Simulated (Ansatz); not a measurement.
# BGeH5 (singlet): from Hartree-Fock to the top rungs at a displaced geometry (v1), cc-pVDZ

Aim: climb from Hartree-Fock through coupled cluster and multireference methods for BGeH5 (singlet) at one geometry and basis, and see what each rung misses.

Computed with Ansatz 0.2.0, Gaussian basis. Level: cc-pVDZ, core rule «outside noble gas», up to 15 orbitals frozen.

To be run: UHF; CCSD(T) on RHF; BCCD(T) on RHF; CISD; CCSDT(Q) on RHF; CASSCF and MRCISD+Q, 8 electrons in 8 orbitals; CASSCF and NEVPT2, 8 electrons in 8 orbitals.

16 further runs of the same task are left out: 5 that didn't finish, 11 set aside as unsound or not needed.

## (1) What is computed

The geometry is a PBE0/def2-TZVP stationary point (not a proven minimum) with its atoms shifted at random (size 0.040 Å). No spin-orbit coupling is included. The filled d shell of Ge may be among the frozen orbitals whatever the setting's name suggests; the logs give the count.

7 atoms, charge 0, spin multiplicity 1.

Atoms are counted from 1 here; the program's logs count them from 0.

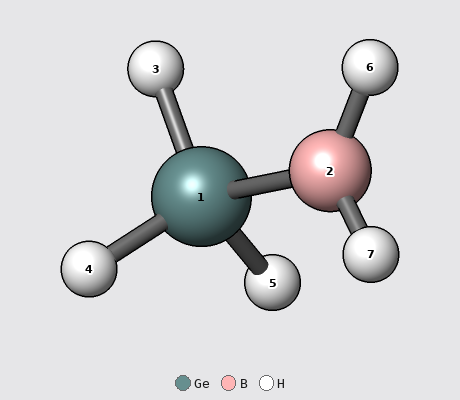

The structure; germanium teal, boron pink, hydrogen white; atoms are numbered from 1 in the order of the file.

Geometry (Å):

```mol
BGeH5
  3D, bonds by distance, orders not assigned

  7  6  0  0  0  0  0  0  0  0999 V2000
    0.0016    0.0022    0.2969 Ge  0  0
    0.0007   -0.0072   -1.7717 B   0  0
    0.0487    1.4409    0.8899 H   0  0
    1.1821   -0.7800    0.7913 H   0  0
   -1.3327   -0.7638    0.7398 H   0  0
   -0.0327    1.0028   -2.4355 H   0  0
    0.0130   -0.9841   -2.3798 H   0  0
  1  2  8  0
  1  3  8  0
  1  4  8  0
  1  5  8  0
  2  6  8  0
  2  7  8  0
M  END
```

## (2) UHF

File in.yaml:

```yaml
crystal:
  periodic: [false, false, false]
  atoms:
    - {symbol: Ge, position_ang: [0.001576, 0.002245, 0.296910]}
    - {symbol: B, position_ang: [0.000743, -0.007235, -1.771738]}
    - {symbol: H, position_ang: [0.048707, 1.440863, 0.889888]}
    - {symbol: H, position_ang: [1.182135, -0.779972, 0.791292]}
    - {symbol: H, position_ang: [-1.332659, -0.763793, 0.739802]}
    - {symbol: H, position_ang: [-0.032744, 1.002849, -2.435481]}
    - {symbol: H, position_ang: [0.013012, -0.984103, -2.379804]}
basis:
  gaussian: {orbitals: cc-pVDZ}
magnetization: {spin_polarized: true, initial_magnetization: 0}
hamiltonian: {xc: hf}
output: {orbitals: {seedname: orbitals}}
```

Launch:

```sh
ansatz run in.yaml --threads 1 --pin off --events-out ev --progress --plain --max-ram 2393MiB
```

Further steps of the session: CCSD(T) on RHF; BCCD(T) on RHF; CISD; CCSDT(Q) on RHF; CASSCF and MRCISD+Q, 8 electrons in 8 orbitals; CASSCF and NEVPT2, 8 electrons in 8 orbitals.

Before running them: what should the planned runs give, taken together? Wanted: RCCSDT(Q) below the RHF energy; RMP2 from RCCSDT(Q); RCCSD from RCCSDT(Q); RCCSD(T) from RCCSDT(Q); MRCISD+Q frontier from RCCSDT(Q); T1 diagnostic.

The runs gave:

```
                         quantity                                         value
   RCCSDT(Q) below the RHF energy                                    -6.4232 eV
              RMP2 from RCCSDT(Q)                                 +133.2 kJ/mol
             RCCSD from RCCSDT(Q)                                  +15.8 kJ/mol
          RCCSD(T) from RCCSDT(Q)                                   +3.0 kJ/mol
 MRCISD+Q frontier from RCCSDT(Q)                                   +1.8 kJ/mol
levels within 1 kcal/mol (43 meV)  RCCSD(T), BCCD(T), RCCSDT, MRCISD+Q frontier
                    T1 diagnostic                                         0.011
```

What this shows: RCCSD(T) misses by +3.0 kJ/mol, 0.5 % of the correlation energy. These misses are within one basis, not against nature.
